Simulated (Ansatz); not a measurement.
# Lattice dynamics of BiSb (model cell, started as layered BN type), part 2 of 2

Wanted: phonon frequencies of BiSb (model cell, started as layered BN type) and what follows from them.

Ansatz 0.2.0; DFT PBEsol, scalar-relativistic, plane waves, PAW.

So far. Step 4 (Tight relaxation): The forces vanish by symmetry and the pressure is 0.001 GPa, within the tolerances set. The cell now holds 38.87 Å³/atom. The relaxed cell has a = 5.302, c = 6.387 Å (conventional setting).

The structure was built from a prototype and need not be the compound's stable phase.

## 5. Modes at Γ

The zone centre comes first: it holds the modes that light can see, as far as symmetry allows. No field response is asked, since the mesh shows no gap.

File input.yaml:

```yaml
crystal:
  lattice:
    - [5.3020965773, 0.0, 0.0]
    - [-2.6510482886, 4.5917503293, 0.0]
    - [0.0, 0.0, 6.3871077809]
  atoms:
    - { symbol: Bi, position: [0.3333333333, 0.6666666667, 0.25] }
    - { symbol: Bi, position: [0.6666666667, 0.3333333333, 0.75] }
    - { symbol: Sb, position: [0.6666666667, 0.3333333333, 0.25] }
    - { symbol: Sb, position: [0.3333333333, 0.6666666667, 0.75] }
kpoints:
  mp_grid: { grid: [10, 10, 6] }
hamiltonian:
  xc: pbesol
scf:
  occupations: { method: methfessel_paxton, width: 0.15 }
output:
  eigenvalues: true
phonons:
  method: dfpt
```

Launch:

```
ansatz run input.yaml --threads 4 --pin off --max-ram 7168MiB --backend cpu --events-out ev --progress --plain --runs-dir out
```

Numbers of over 12 decimals in the logs are rounded to 6 here.

Output:

```text
zone centre: on kpoints.mp_grid the ground state, and the responses unless they are solved on pairs of k-points, stand on 124 of the mesh's 600 k-points, reduced under 4 symmetry operations, with k and −k counted as one. Each operation leaves every solved displacement unchanged or reverses it
[...]
Crystal: 4 atoms, lattice volume = 155.500 Å³
Basis set: ecut = 420 eV, 3039 PW (Γ), exchange–correlation on 72×72×96 points (8 copies of the dense FFT grid, shifted against one another)
Bands: 36, of which v1, the nominal top of the filled ones, is band 30 counted from 1 (29 counted from 0)
Symmetry: 24 space group operations
k-points: 124 of 600 (irreducible under 4 space group operations, time reversal used)
[...]
SCF iter   1: F=—  HF=-37299.462702 eV  |F-HF|=—  |Δ(HF+E_count)|=         —  Δρ=2.05e-3  dr2=5.64e-3  ethr=1.77e-3  ⟨swp⟩=6.8  Hψ=18798  notcnv=0
[...]
SCF iter   9: F=-37299.460287 eV  HF=-37299.460287 eV  |F-HF|=0.00e0  |Δ(HF+E_count)|=  3.64e-11  S|Δr|=    0.00e0  Δρ=4.08e-8  dr2=3.23e-12  ethr=1.00e-12  ⟨swp⟩=9.9  Hψ=23981  notcnv=0
SCF 1 converged in 9 iterations: F = -37299.460287 eV  dr2 = 3.23e-12
[...]
DFPT response loops at Γ: preconditioner auto → Kerker (q_TF=auto, 2.328 Å⁻¹) (partly filled bands, converged f_vac=0.137); β = 1.00, the filter's whole step (`scf.mixing.beta` (0.50) is not read by the response loops under this deck's `scf.mixing.preconditioner`; to damp them name `kerker` or `kerker_dos`, under which they read `scf.mixing.beta`, and type it under 1.00, their step now; both keys bind the ground state too); Broyden in place of MSR1
SCF converged after 9 iterations
[...]
Free energy (F): -37299.460287 eV
[...]
Internal energy: -37299.458796 eV  (E = F + TS)
E sigma→0 (E₀):  -37299.459915 eV
Entropy (-TS):   -0.001491 eV (-0.373 meV/atom)
Fermi energy:    7.716006 eV
[...]
--- Band table (eV; the first three rows and the last of 124) ---
  k-point 0: bands = [... 26 lower, 4.1830, 5.9702, 5.9938, 5.9938, 7.7522, 7.7522, 9.9060, 9.9060, ... 2 higher]
  k-point 1: bands = [... 26 lower, 4.2734, 5.8203, 5.8203, 6.4931, 7.8474, 7.8474, 9.6582, 9.6582, ... 2 higher]
  k-point 2: bands = [... 26 lower, 4.5348, 5.4059, 5.4059, 7.6121, 7.9660, 8.1274, 8.1274, 9.1232, ... 2 higher]
  k-point 123: bands = [... 26 lower, 6.6470, 6.6470, 6.7964, 6.7964, 7.9022, 7.9022, 8.7581, 8.7581, ... 2 higher]
--- Phonons (Γ-DFPT): 4 representative perturbations + reference, on 124 of 600 k-points (Σ response iterations 12) ---
  k mesh reduced under 4 symmetry operations, with k and −k counted as one. Each operation leaves every solved displacement unchanged or reverses it
  ASR residual: 4.418e-5 → 0.000e0 eV/Å²; symmetrization residual: 9.805e-5 eV/Å²
  ASR residual per site (eV/Å²): 4.42e-5 4.42e-5 4.42e-5 4.42e-5
  Γ frequencies (cm⁻¹): -81.07 -16.71 -16.71 0.00 0.00 0.00 40.12 94.63 94.63 100.06 118.58 118.58
  non-analytic LO–TO correction: not included (Born effective charges unavailable; polar crystals: no LO–TO splitting at Γ)
```

Elapsed: 50 s, on 4 threads of Intel Xeon 6975P-C (Granite Rapids), shared host; peak memory 2.6 GiB; 3.1 min of CPU time.

Numbers from this step:

```yaml
sum_rule_residual_before_enforcement: 4.42e-5 eV/Å²
point_group: 6/mmm
highest_optical_mode_at_the_zone_centre_no_lo_to_term: 118.6 cm⁻¹
lowest_optical_zone_centre_mode: -81.07 cm⁻¹
```

Patterns of degenerate modes are one choice out of their space. Modes at Γ, with each element's share of the kinetic energy (negative means imaginary):

```tsv
mode	frequency (cm⁻¹)	symmetry	Bi %	Sb %
1	-81.1	A2u	37	63
2	-16.7	E2g	62	38
3	-16.7	E2g	62	38
4	0.0	acoustic	63	37
5	0.0	acoustic	63	37
6	0.0	acoustic	63	37
7	40.1	B1g	69	31
8	94.6	E2g	38	62
9	94.6	E2g	38	62
10	100.1	B1g	31	69
11	118.6	E1u	37	63
12	118.6	E1u	37	63
```

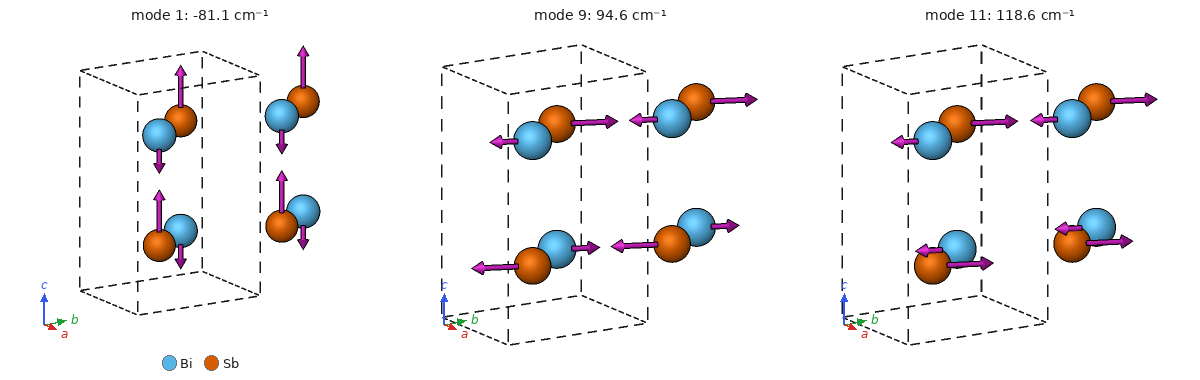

Displacement patterns of modes 1, 9 and 11 at Γ; arrows are exaggerated. 1×2×1 cells are drawn.

Before it was imposed, the acoustic sum rule was missed by 4.4e-5 eV/Å². Small misses are needed for a sound result but don't prove that mesh and cutoff are converged. The lowest optical mode is imaginary, 81.1i cm⁻¹, so the energy falls along it.

## 6. Response at finite wavevector

The mesh has a single point along some directions, so zone-edge points there are not solved. Linear response on a 2×2×1 q mesh gives force constants as far as a supercell of that size would.

Changes to input.yaml since step 5:

```diff
@@ -20 +20,9 @@
   method: dfpt
+  qmesh: [2, 2, 1]
+  temperatures: { t_max: 1000, t_step: 50 }
+  qpath:
+    path:
+      - [[0.0, 0.0, 0.0], [0.5, 0.0, 0.0], [0.33333333, 0.33333333, 0.0], [0.0, 0.0, 0.0], [0.0, 0.0, 0.5], [0.5, 0.0, 0.5], [0.33333333, 0.33333333, 0.5], [0.0, 0.0, 0.5]]
+      - [[0.5, 0.0, 0.5], [0.5, 0.0, 0.0]]
+      - [[0.33333333, 0.33333333, 0.5], [0.33333333, 0.33333333, 0.0]]
+    npoints: 10
```

Output:

```text
[...]
Crystal: 4 atoms, lattice volume = 155.500 Å³
Basis set: ecut = 420 eV, 3039 PW (Γ), exchange–correlation on 72×72×96 points (8 copies of the dense FFT grid, shifted against one another)
Bands: 36, of which v1, the nominal top of the filled ones, is band 30 counted from 1 (29 counted from 0)
Symmetry: 24 space group operations
k-points: 56 of 600
[...]
SCF iter   1: F=—  HF=-37299.462852 eV  |F-HF|=—  |Δ(HF+E_count)|=         —  Δρ=2.04e-3  dr2=5.60e-3  ethr=1.77e-3  ⟨swp⟩=6.8  Hψ=8448  notcnv=0
[...]
SCF iter  10: F=-37299.460287 eV  HF=-37299.460287 eV  |F-HF|=0.00e0  |Δ(HF+E_count)|=  7.28e-12  S|Δr|=    0.00e0  Δρ=5.61e-9  dr2=5.60e-14  ethr=1.00e-12  ⟨swp⟩=9.1  Hψ=10548  notcnv=0
SCF 1 converged in 10 iterations: F = -37299.460287 eV  dr2 = 5.60e-14
[...]
phonons: the bands overlap, so this run is a metal and interpolates without the dipole-dipole term. If the crystal is really an insulator or semiconductor, its LO-TO splitting is missing
NSCF: frozen V_eff on 56 k-points
WARN: eigensolver did not converge in 8 slots of this pass, the one above among them; of largest residual over every band (k=21): 1 band(s) unlocked (lowest unlocked band 35, counted from 0; max residual 7.03e-5 eV among the unlocked bands, 7.03e-5 eV over every band); of lowest unlocked band (k=2): band 35
[...]
DFPT response loops at q = (0, 0, 0) (fractional): preconditioner auto → Kerker (q_TF=auto, 2.328 Å⁻¹) (partly filled bands, converged f_vac=0.137); β = 1.00, the filter's whole step (`scf.mixing.beta` (0.50) is not read by the response loops under this deck's `scf.mixing.preconditioner`; to damp them name `kerker` or `kerker_dos`, under which they read `scf.mixing.beta`, and type it under 1.00, their step now; both keys bind the ground state too); Broyden in place of MSR1
[...]
SCF converged after 10 iterations
[...]
Free energy (F): -37299.460287 eV
[...]
Internal energy: -37299.458796 eV  (E = F + TS)
E sigma→0 (E₀):  -37299.459915 eV
Entropy (-TS):   -0.001491 eV (-0.373 meV/atom)
Fermi energy:    7.716007 eV
[...]
--- Band table (eV; the first three rows and the last of 56) ---
  k-point 0: bands = [... 26 lower, 4.1830, 5.9702, 5.9938, 5.9938, 7.7522, 7.7522, 9.9060, 9.9060, ... 2 higher]
  k-point 1: bands = [... 26 lower, 4.2734, 5.8203, 5.8203, 6.4931, 7.8474, 7.8474, 9.6582, 9.6582, ... 2 higher]
  k-point 2: bands = [... 26 lower, 4.5348, 5.4059, 5.4059, 7.6121, 7.9660, 8.1274, 8.1274, 9.1232, ... 2 higher]
  k-point 55: bands = [... 26 lower, 7.0438, 7.0438, 7.3164, 7.3164, 7.6395, 7.6395, 8.4120, 8.4120, ... 2 higher]
--- Phonons (Γ-DFPT): 4 representative perturbations + reference (Σ response iterations 12) ---
  ASR residual: 6.311e-5 → 0.000e0 eV/Å²; symmetrization residual: 9.585e-5 eV/Å²
  ASR residual per site (eV/Å²): 6.31e-5 6.31e-5 4.98e-5 4.98e-5
[...]
--- Phonons (arbitrary-q DFPT): 2 irreducible q on the 2×2×1 mesh ---
  q = [0.0000, 0.0000, 0.0000] (star 1, of the zone-centre solve; hermiticity 5.80e-5, symmetrization 2.05e-10): -81.07 -16.71 -16.71 -0.00 -0.00 0.00 40.12 94.63 94.63 100.06 118.58 118.58
  q = [0.0000, -0.5000, 0.0000] (star 3, 6 solved perturbations on 124 of 600 k-point pairs; hermiticity 1.25e-4, symmetrization 2.19e-5): -12.98 24.47 25.62 35.95 53.46 66.41 72.99 73.74 74.08 97.14 104.07 106.92
  sum rule: each row above includes the acoustic sum rule's correction from the zone centre's row sums; it moved no ω² by more than (0.33 cm⁻¹)²
  mesh force constants: q→R imaginary residual 1.15e-17; ASR residual 6.311e-5 → 0.000e0 eV/Å²; symmetrization residual 1.332e-15 eV/Å²
  interpolated dispersion: 93 rows × 12 modes
  density of states and harmonic sums: on the 14×14×10 q-mesh, interpolated from the force constants of a 2×2×1 supercell (no non-analytic term)
  largest difference from the sums on the solved wave vectors: F 4.56e-1 eV, S 5.78e-4 and C_V 1.23e-4 eV/K
  zero-point energy: 0.044439 eV/cell   skipped modes (ω ≤ 0): 161, of them read as no rigid motion or as one in doubt: 158 (8.265e-1 modes/cell left out, lowest -81.07 cm⁻¹)   left out of the sums: 6.90e-2 of the cell's modes: C_V's classical limit lies that fraction below 3 k_B per atom; for a crystal, a wire or a layer, F and S can be off by more, and a phonons.interpolated_qmesh denser along its periods is the remedy for the sampling
```

Wall time 99 s (4 threads); peak memory 2.2 GiB; 6.3 min of CPU time.

This step gave:

```yaml
sum_rule_residual_before_enforcement: 6.31e-5 eV/Å²
lowest_mode_on_the_q_mesh_acoustic_modes_at_gamma_apart: -81.07 cm⁻¹
highest_frequency_at_a_solved_wavevector_no_lo_to_term_at_gamma: 118.6 cm⁻¹
```

Frequencies (cm⁻¹) solved at each irreducible wavevector; negative means imaginary. Frequencies by wavevector, by row:

```tsv
q in reciprocal lattice units	star	mode 1	mode 2	mode 3	mode 4	mode 10	mode 11	mode 12
0 0 0	1	-81.1	-16.7	-16.7	0	100.1	118.6	118.6
0 -0.5 0	3	-13	24.5	25.6	36	97.1	104.1	106.9
```

Symmetry leaves 2 wavevectors to solve. The lowest mode among them, the acoustic zeros apart, lies at Γ and is imaginary, 81.1i cm⁻¹, so the energy falls along it.

## 7. Isotope substitution

An isotope changes the mass and not the force constants, so no new electronic calculation is needed; the shifts show which modes move this element.

The same force constants with the mass of Sb changed from 121.760 to 122.904 u (phonopy, no LO-TO term). Both lists are sorted by frequency; levels can cross, so a row need not hold one and the same mode. Modes under 3 cm⁻¹ are left out. Isotope shifts, by row:

```tsv
q	rank	natural mass (cm⁻¹)	changed mass (cm⁻¹)
0 0 0	1	-81.07	-80.83
0 0 0	2	-16.71	-16.68
0 0 0	3	-16.71	-16.68
0 0 0	7	40.12	40.06
0 0 0	8	94.63	94.36
0 0 0	9	94.63	94.36
0 0 0	10	100.1	99.74
0 0 0	11	118.6	118.2
0 0 0	12	118.6	118.2
0 -0.5 0	1	-12.98	-12.95
0 -0.5 0	2	24.47	24.42
0 -0.5 0	3	25.62	25.6
0 -0.5 0	4	35.95	35.91
0 -0.5 0	5	53.46	53.26
0 -0.5 0	6	66.41	66.27
0 -0.5 0	7	72.99	72.72
0 -0.5 0	8	73.74	73.69
0 -0.5 0	9	74.08	74.03
0 -0.5 0	10	97.14	96.87
0 -0.5 0	11	104.1	103.7
0 -0.5 0	12	106.9	106.5
```

A mode of this element alone would shift by -0.47 %. The highest zone-centre frequency without the field goes from 118.6 to 118.2 cm⁻¹ (-0.3 %).

## 8. Results

```
space group after relaxation (within 0.01 Å)            : P6_3/mmc
volume per atom                                         : 38.9 Å³
electronic character                                    : no gap on this mesh
highest optical mode at the zone centre (no LO-TO term) : 119 cm⁻¹
lowest optical zone-centre mode                         : -81.1 cm⁻¹
lowest mode on the q mesh (acoustic modes at Γ apart)   : -81.1 cm⁻¹
imaginary modes on the 2×2×1 q mesh                     : yes
```

What this shows: Modes are clearly imaginary (beyond 10i cm⁻¹) at 2 of the 2 irreducible wavevectors, most at Γ (81.1i cm⁻¹), so this structure is not a minimum of the energy. The optical modes at Γ span -81 to 119 cm⁻¹ (negative means imaginary). The q mesh is too sparse to interpolate, so only the solved wavevectors are given. With no gap, or one that is small against the smearing, the frequencies hang on the k mesh and the smearing, most of all near Kohn anomalies. Spin-orbit coupling is left out, which can matter for the heavy elements here. A phonon run warned that its eigensolver left some bands unconverged in a pass. The starting cell was built on a prototype and not taken from a measurement, so the phase need not exist. These are harmonic frequencies at zero temperature: anharmonic shifts, linewidths and thermal expansion are left out.

[Logs are printed without paths, hosts, clocks, repeated set-up lines and the standing remarks that a program may print on its own settings, such as how far it seeks lower states.]

[Hosts, paths, dates, database ids (printed as entryN), source tags and the programs' standing remarks are cut or masked in the printed files.]
